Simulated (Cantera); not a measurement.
A closed system holds: 1 mol SiO2, a varied amount of MgO, 0.63 mol H2, equilibrated at 1375 °C and 59.0 mbar.

Equilibrium computed with Cantera from the NASA thermochemical tables; the gas is ideal and each condensed phase is pure. Candidate condensed phases: H2O, Mg, MgO, Mg(OH)2, MgSiO3, Mg2SiO4, Si, SiO2; 24 gas species. Mutual solubility and eutectic melting of coexisting phases are not modelled. The tables hold silica as quartz up to 1696 K and as liquid above; real silica turns to tridymite and cristobalite and melts near 1996 K. Condensed phases not in the tables: alloys, solid solutions and most ternary compounds. Rates play no part.

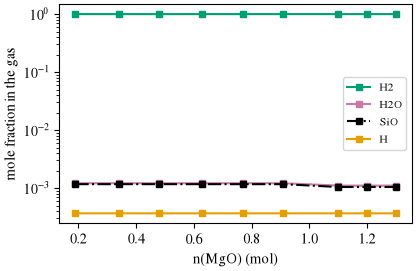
Fig. 1. Equilibrium gas composition (values under 1e-9 drawn at 1e-9)

From 0.19 mol MgO to 0.91 mol MgO the condensed part is MgSiO3(s) + SiO2(β-quartz). From 1.1 mol MgO to 1.3 mol MgO the condensed part is MgSiO3(s) + Mg2SiO4(s). The main Si-bearing gas is SiO throughout.
